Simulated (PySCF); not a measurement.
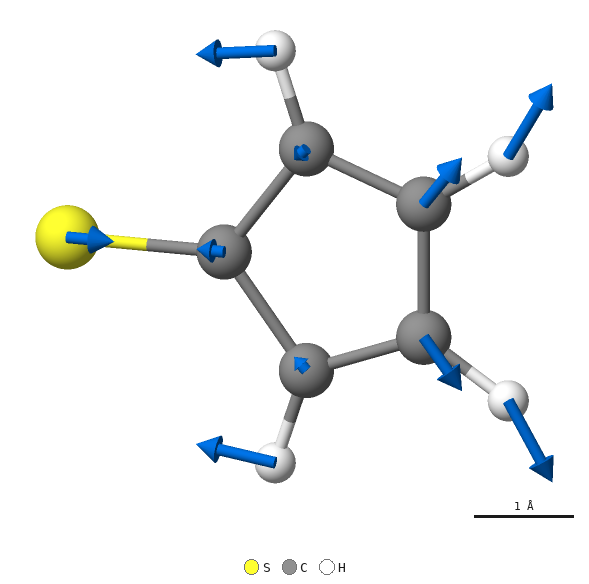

This is a relaxation of C$_{5}$H$_{4}$S. The starting structure is drawn; blue arrows show the displacements, 20 times their true length. The two geometries are superimposed by the best rigid fit.

Style: ball-and-stick. Shown at a tilt.

The start comes from MMFF94s.

Computed with PBE0-D3(BJ)/def2-SVP geometry optimisation, gas phase (PySCF 2.14.0, density-fitted response routines). 

Question: Atoms of which element are displaced furthest, and by how much?

Answer: Hydrogen: up to 0.048 Å, against 0.034 Å for carbon.

Question: What did the optimiser do to the structure, and how much energy did it gain?

Answer: The largest moves after the best rigid fit, 0.048 Å, are those of H atoms. Largest moves by element: H 0.048 Å, C 0.034 Å, S 0.025 Å. Some distances before and after: C–C 1.432 → 1.486 Å, C–S 1.666 → 1.625 Å, C–C 1.335 → 1.349 Å, C–H 1.080 → 1.091 Å. Among the angles between lasting bonds that change: C–C–H 125.8° → 123.6°, C–C–C 105.3° → 107.5°. After 8 geometry steps the energy has fallen by 11.7 kJ/mol. Largest force component: 1.9 eV/Å at the start, 0.0058 eV/Å at the end. The run took roughly 70 core-seconds on a shared host.
